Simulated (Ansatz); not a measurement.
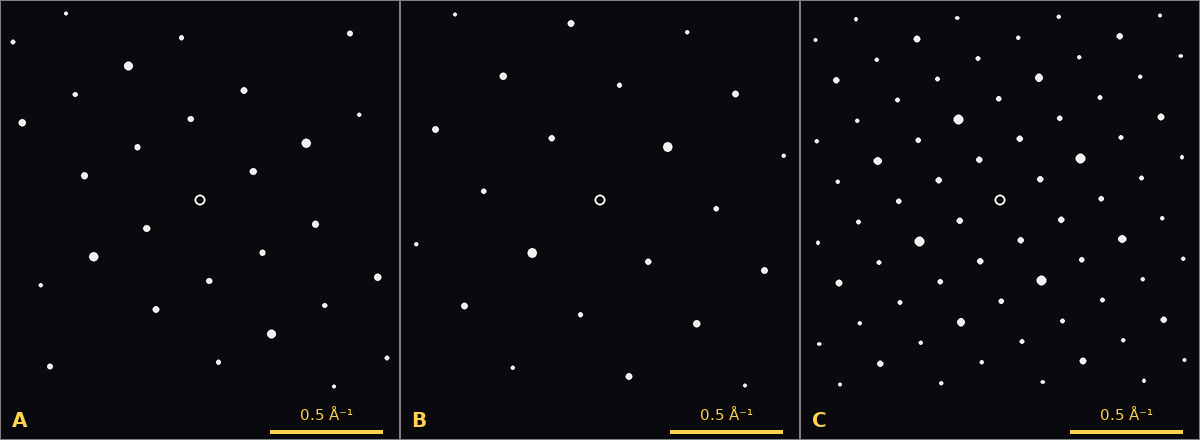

Kinematic electron diffraction patterns (300 kV, B = 0.5 Å², same scale, each along a low-index zone) of three structures of composition Tl2Re, each relaxed at zero pressure with DFT PBE, scalar-relativistic, plane waves, PAW in Ansatz.

The structures (standard cells):
1. P6/mmm (No. 191), a = 5.168 Å, c = 2.834 Å (hexagonal axes), 3 atoms; generated start, possibly hypothetical
2. P4_2/mnm (No. 136), a = 7.378 Å, c = 2.926 Å, 6 atoms; generated start, possibly hypothetical
3. P4/mmm (No. 123), a = 4.902 Å, c = 3.014 Å, 3 atoms; generated start, possibly hypothetical

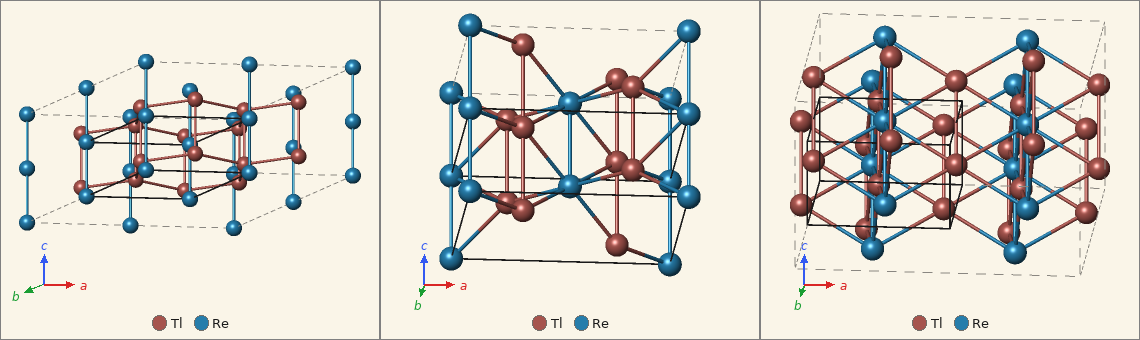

Drawings of the structures 1 to 3, from left to right (each may span several cells).

Question: Which pattern belongs to which structure, and along which zone?

Answer: A is structure 2 along [100] or an equivalent direction: centred rectangular net of 0 2 0 at d = 3.69 Å and 0 1 1 at d = 2.72 Å, 68.4° apart (some points of this net are extinct or too weak to see). B is structure 1 along [210] or an equivalent direction: rectangular net of 0 0 1 at d = 2.83 Å and 1 -2 0 at d = 2.58 Å, 90.0° apart. C is structure 3 along [001]: square net of 1 0 0 at d = 4.90 Å and 0 1 0 at d = 4.90 Å, 90.0° apart.

Question: Which structure lies lowest at this level of theory, and by how much?

Answer: Structure 3 (P4/mmm, 24.14 Å³ an atom) is the lowest of these; structure 2 (P4_2/mnm, 26.55 Å³ an atom) lies about 83 meV an atom higher; structure 1 (P6/mmm, 21.85 Å³ an atom) lies about 510 meV an atom higher. These are static energies at 0 K; other structures, not shown, may lie lower still.
